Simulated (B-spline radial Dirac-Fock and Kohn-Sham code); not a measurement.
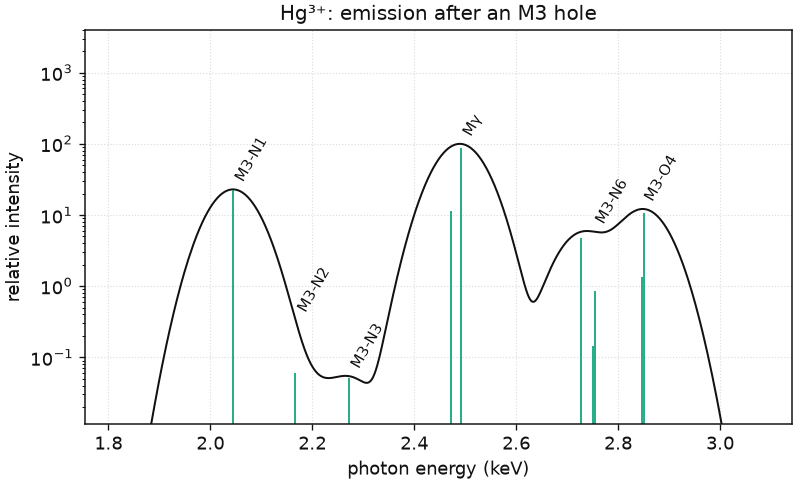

X-ray emission lines that fill an M3 (3p3/2) hole, broadened by a Gaussian of 97 eV full width, as by a silicon detector, on a logarithmic intensity axis. Lines at much lower energy are not shown. Multiplet splitting by the open shell is left out. The figure is for Hg³⁺ ([Xe] 4f14 5d9). Computed with a B-spline radial atomic code: independent-particle rates on relativistic LDA orbitals of the hole state (multipoles to L = 3), energies from Dirac–Fock ΔSCF. Widths ruled by Coster–Kronig decay come out up to twice the measured ones in this model.

Question: What multipole carries the M3-N7 line?

Answer: E2; it is forbidden as an electric dipole and holds 0.58 % of the emission.

Question: Which line is the strongest, where is it and what share of the photons does it carry?

Answer: M3-N5 (Mγ) at 2.4914 keV, 60.7 % of the radiative decays.
